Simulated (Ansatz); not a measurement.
# C2H7AlFN: the cost of one run

All numbers are computed with the Python package of Ansatz 0.2.0. Level of theory: Hartree-Fock/6-31G*.

## Step 1: Starting point

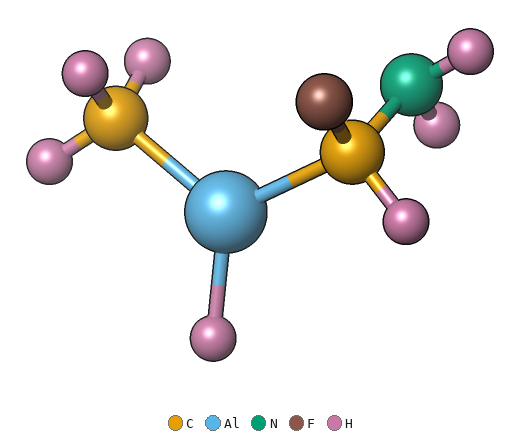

The structure that the script starts from, seen from a chosen angle (carbon amber, aluminium blue, nitrogen teal, fluorine brown, hydrogen pink).

The script holds or builds the structure itself.

## Step 2: The code

c2h7alfn.py reads:

```python
# -*- coding: utf-8 -*-
import argparse

import ansatz as az
import numpy as np
import pandas as pd

parser = argparse.ArgumentParser(description='Minimum-energy structure of C2H7AlFN.')
parser.add_argument('--basis', default='6-31G*', help='basis')
parser.add_argument('--functional', default='HF', help='exchange-correlation functional')
args = parser.parse_args()


def main():
    mol = (
        az.Crystal.molecule()
        .atom('C', (-1.6793, -0.8174, 0.9942))
        .atom('Al', (0.0939, 0.0139, 1.0594))
        .atom('C', (0.8491, 0.8632, -0.5845))
        .atom('N', (1.031, -0.1022, -1.6557))
        .atom('F', (0.0737, 1.9087, -0.9688))
        .atom('H', (-1.9913, -1.1788, 1.9725))
        .atom('H', (-1.7216, -1.5751, 0.2231))
        .atom('H', (-2.4201, 0.0329, 0.7021))
        .atom('H', (0.9388, -0.0147, 2.4609))
        .atom('H', (1.8983, 1.2498, -0.3064))
        .atom('H', (1.6705, -0.8244, -1.3782))
        .atom('H', (1.334, 0.389, -2.4846))
    )

    calc = (
        mol.calculation()
        .basis(gaussian=args.basis)
        .functional(args.functional)
    )
    symbols = [site.symbol for site in mol.cartesian_sites]
    start = np.array([site.position_ang for site in mol.cartesian_sites], dtype=float)
    def progress(event):
        if event['event'] == 'relax_step':
            row = event['data']
            print(f'step {row["step"]:3d}  E = {row["lagrangian_ev"]:.6f} eV  max force {row["allowed_force_max_ev_ang"]:.4f} eV/A')


    data = calc.relax(force_tolerance=0.02).session().plan().execute(on_event=progress).report
    end = np.array(data['positions_ang'])

    print('reference energy %16.6f eV' % data['reference_energy_ev'])
    print('total energy     %16.6f eV' % data['free_energy_ev'])
    print('occupied (up, down):', data['n_occupied'], ' virtual:', data['n_virtual'], ' frozen:', data['n_frozen'])

    print('final positions (A) and the move of each atom')
    for symbol, xyz, old in zip(symbols, end, start):
        print(f'{symbol:2s} {xyz[0]:10.5f} {xyz[1]:10.5f} {xyz[2]:10.5f}   {np.linalg.norm(xyz - old):7.4f}')

    charges = data['charge_distribution']
    table = pd.DataFrame({'atom': symbols, 'mulliken': charges['mulliken_charges_e'], 'lowdin': charges['lowdin_charges_e']})
    print(table.round(3).to_string())
    print('dipole (e A):', np.round(charges['dipole_moment_e_ang'], 4) + 0.0)


if __name__ == '__main__':
    main()
```

## Step 3: The calls as engine input

The package turns the script's settings into the engine's input:

```yaml
crystal:
  periodic: [false, false, false]
  atoms:
    - { symbol: C, position_ang: [-1.6793, -0.8174, 0.9942] }
    - { symbol: Al, position_ang: [0.0939, 0.0139, 1.0594] }
    - { symbol: C, position_ang: [0.8491, 0.8632, -0.5845] }
    - { symbol: "N", position_ang: [1.031, -0.1022, -1.6557] }
    - { symbol: F, position_ang: [0.0737, 1.9087, -0.9688] }
    - { symbol: H, position_ang: [-1.9913, -1.1788, 1.9725] }
    - { symbol: H, position_ang: [-1.7216, -1.5751, 0.2231] }
    - { symbol: H, position_ang: [-2.4201, 0.0329, 0.7021] }
    - { symbol: H, position_ang: [0.9388, -0.0147, 2.4609] }
    - { symbol: H, position_ang: [1.8983, 1.2498, -0.3064] }
    - { symbol: H, position_ang: [1.6705, -0.8244, -1.3782] }
    - { symbol: H, position_ang: [1.334, 0.389, -2.4846] }
basis:
  gaussian:
    orbitals: "6-31G*"
hamiltonian:
  xc: hf
relax:
  f_tol: 0.02
```

## Step 4: Launch

On the command line:

```bash
python c2h7alfn.py
```

What time and memory should one allow on 1 thread of Intel Xeon Platinum 8375C at 2.90GHz (Ice Lake), shared host?

About 2.4 min, with a peak of 0.29 GiB.
